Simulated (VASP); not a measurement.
Band structure of BaTe (rock salt). Calculation: r2SCAN+rVV10, VASP's PBE PAW potentials (set 64) (plane waves; VASP).

Unless said otherwise, spin-orbit coupling is left out, though it shifts the bands of the heavy elements here.

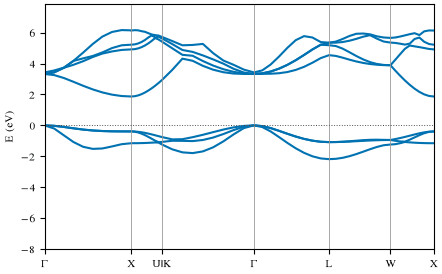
Figure. Bands along high-symmetry lines, zero at the valence-band maximum or, without a gap, the Fermi level

Question: Read the plot: is there a gap, and where are the band edges?

Answer: The gap is indirect, 1.87 eV, from the valence maximum at Γ to the conduction minimum at X.

The compound is BaTe in the rock salt structure. It was relaxed first.
